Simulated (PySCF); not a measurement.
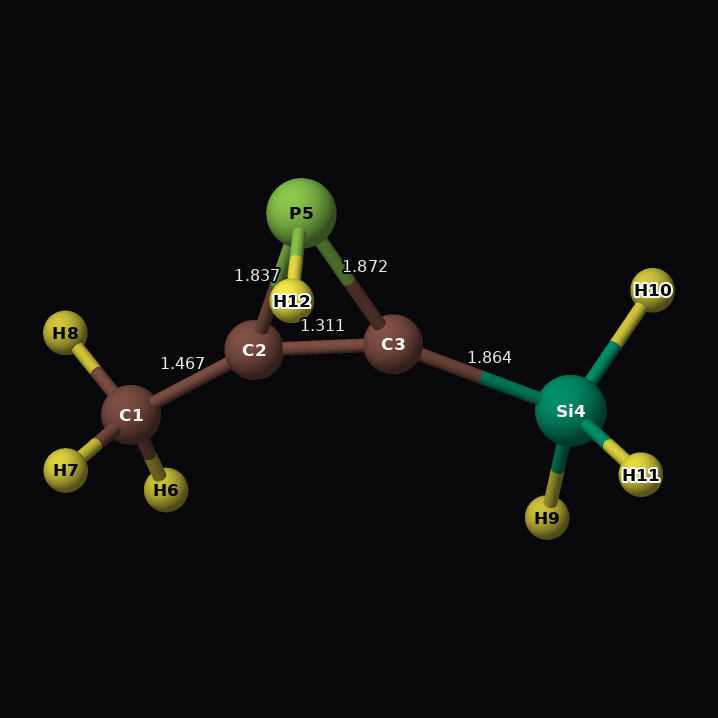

The numbers beside the sticks are distances in Å. Sticks don't show bond order. The geometry was computed by an optimisation with GFN2-xTB. No frequency run is at hand to confirm it as a minimum.

### Which of the marked bonds are single, double, triple or aromatic?

C1–C2 single; C2–C3 double; C2–P5 single; C3–Si4 single; C3–P5 single.

### Give the structure as SMILES.

CC1=C([SiH3])P1
